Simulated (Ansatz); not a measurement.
**UCCSD/cc-pVTZ run of GaClF (SMILES [F][Ga][Cl])**

Aim: the electronic atomisation energy of GaClF at UCCSD/cc-pVTZ, from 4 runs. 

Program for the calculation: Ansatz 0.2.0.

27 further runs of the same task are left out: 27 set aside as unsound or not needed.

### 1 The molecule

GaClF has 3 atoms, charge 0, and is taken as a doublet. SMILES: `[F][Ga][Cl]`. Geometry: relaxed at PBE0-D4/def2-TZVP.

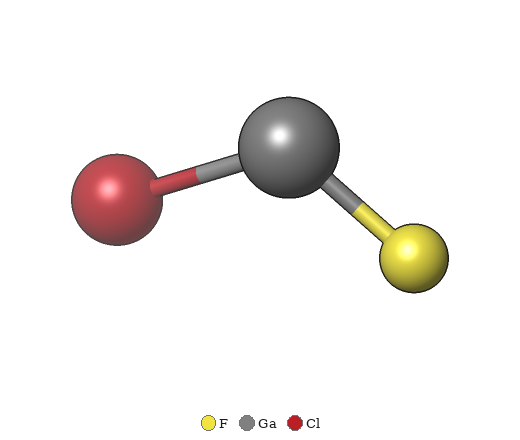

The structure, seen from a chosen angle (fluorine yellow, gallium grey, chlorine red).

### 2 A single-point energy at UCCSD/cc-pVTZ

File input.yaml:

```yaml
basis:
  gaussian: {orbitals: cc-pVTZ}
crystal:
  periodic: [false, false, false]
  atoms:
    - {symbol: F, position_ang: [-1.421100, 0.295900, -0.754800]}
    - {symbol: Ga, position_ang: [0.066400, 0.649600, 0.112200]}
    - {symbol: Cl, position_ang: [1.343900, -1.010300, 0.629300]}
magnetization: {spin_polarized: true, initial_magnetization: 1}
correlation: {method: ccsd, frozen_orbitals: {Cl: 5, F: 1, Ga: 9}}
accuracy: high
scf: {omitted_lower_state_checks: [cluster_reference, increment]}
```

The run is started by

```sh
$ ansatz run input.yaml --threads 1 --pin off --max-ram 3480MiB --events-out events.jsonl --progress --plain --runs-dir runs
```

The log of the run:

```text
Warning: RAYON_NUM_THREADS=1 ignored (pool sized by the plan → 1); use --threads N
[... 12 lines left out ...]
15 core orbitals not correlated: weight in the atoms' cores, before any rotation towards them, 1.000 or more for the frozen orbitals, at most 0.000 for the correlated occupied ones
[... 27 lines left out ...]
Total energy: -67564.43206753 eV, -2482.9470816648 hartree
Checks for a lower state left out: cluster_reference, increment
```

Wall time 40 s (1 thread of Arm Neoverse V2, shared host); peak memory 0.99 GiB.

### 3 The Cl atom

File in.yaml:

```yaml
crystal:
  periodic: [false, false, false]
  atoms:
    - {symbol: Cl, position_ang: [0.000000, 0.000000, 0.000000]}
basis:
  gaussian:
    orbitals: cc-pVTZ
magnetization:
  spin_polarized: true
  initial_magnetization: 1
scf:
  omitted_lower_state_checks: [cluster_reference, increment]
accuracy: high
correlation:
  method: ccsd
  frozen_orbitals: {Cl: 5}
```

Run the same way, it converges to -459.66628 Eh (log not shown).

### 4 The F atom at the same level

File run.yaml:

```yaml
basis:
  gaussian: {orbitals: cc-pVTZ}
crystal:
  periodic: [false, false, false]
  atoms:
    - {symbol: F, position_ang: [0.000000, 0.000000, 0.000000]}
magnetization: {spin_polarized: true, initial_magnetization: 1}
correlation: {method: ccsd, frozen_orbitals: {F: 1}}
accuracy: high
scf: {omitted_lower_state_checks: [cluster_reference, increment]}
```

Run the same way, it converges to -99.61677 Eh (log not shown).

### 5 The Ga atom

File run.yaml:

```yaml
crystal:
  periodic: [false, false, false]
  atoms:
    - {symbol: Ga, position_ang: [0.000000, 0.000000, 0.000000]}
basis:
  gaussian:
    orbitals: cc-pVTZ
accuracy: high
magnetization:
  spin_polarized: true
  initial_magnetization: 1
scf:
  omitted_lower_state_checks: [cluster_reference, increment]
correlation:
  method: ccsd
  frozen_orbitals: {Ga: 9}
```

The run is started by

```sh
$ ansatz run run.yaml --threads 1 --pin off --max-ram 3480MiB --events-out events.jsonl --progress --plain --runs-dir runs
```

The log of the run:

```text
Warning: RAYON_NUM_THREADS=1 ignored (pool sized by the plan → 1); use --threads N
[... 13 lines left out ...]
9 core orbitals not correlated: weight in the atoms' cores, before any rotation towards them, 1.000 or more for the frozen orbitals, at most 0.000 for the correlated occupied ones
[... 19 lines left out ...]
Total energy: -52337.73844778 eV, -1923.3764121626 hartree
Checks for a lower state left out: cluster_reference, increment
```

It took 1.1 s on 1 thread of Arm Neoverse V2, shared host; peak memory 0.1 GiB.

### 6 Outcome

Level: UCCSD/cc-pVTZ, 15 core orbitals frozen.

```
                                              quantity           value
                                molecule: total energy  -2482.94708 Eh
molecule: correlation energy (15 core orbitals frozen)      -580.3 mEh
           molecule: ⟨S²⟩ of the reference determinant           0.756
                               molecule: T1 diagnostic           0.015
                                 Cl atom: total energy   -459.66628 Eh
  Cl atom: correlation energy (5 core orbitals frozen)      -180.8 mEh
            Cl atom: ⟨S²⟩ of the reference determinant           0.759
                                Cl atom: T1 diagnostic           0.007
                                  F atom: total energy    -99.61677 Eh
    F atom: correlation energy (1 core orbital frozen)      -211.2 mEh
             F atom: ⟨S²⟩ of the reference determinant           0.753
                                 F atom: T1 diagnostic           0.005
                                 Ga atom: total energy  -1923.37641 Eh
  Ga atom: correlation energy (9 core orbitals frozen)      -114.5 mEh
            Ga atom: ⟨S²⟩ of the reference determinant           0.763
                                Ga atom: T1 diagnostic           0.012
                         electronic atomisation energy        7.826 eV
```

Taking the molecule apart into free atoms costs 7.83 eV (755 kJ/mol), before zero-point energy and without spin-orbit coupling.
